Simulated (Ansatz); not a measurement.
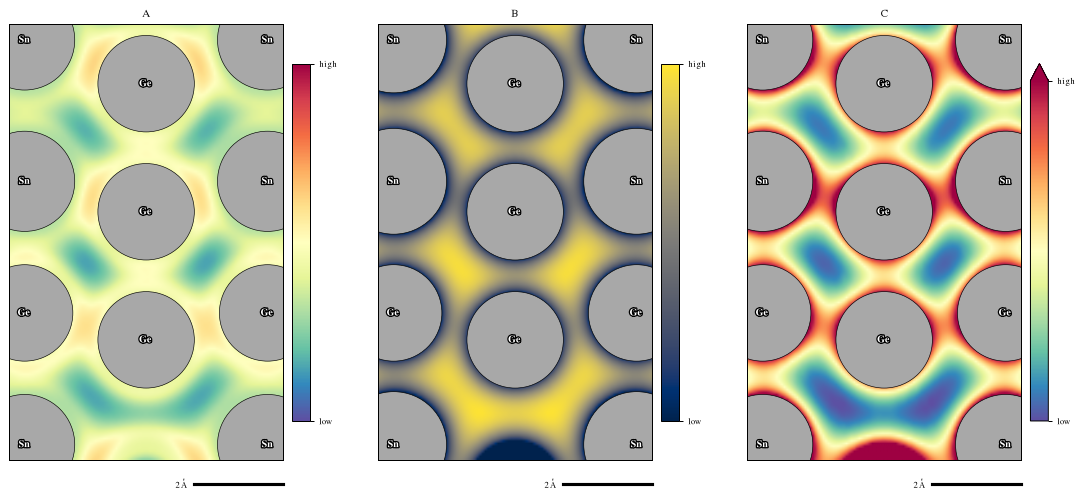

SnGe₂: 3 fields on the (100) plane of the conventional cell, with unlabelled colour scales. Grey discs cover the atomic cores.

Space group I-4m2; a structure generated by program, which may or may not match a known phase.

All numbers below come from DFT PBE, scalar-relativistic, plane waves, PAW (Ansatz 0.2.0).

### Which field does each panel show? The fields are: electron localisation function, electrostatic potential energy of an electron and valence pseudo-density.

Panel A: electron localisation function. Panel B: electrostatic potential energy of an electron (low next to the atoms, rising into the space between them). Panel C: valence pseudo-density. From the grid: Ge–Ge (2.79 Å): the density is about 0.28 e/Å³ at the midpoint; the ELF reaches about 0.60 near the midpoint. Sn–Ge (2.81 Å): the density is about 0.3 e/Å³ at the midpoint; the ELF peaks at about 0.60 between the atoms.
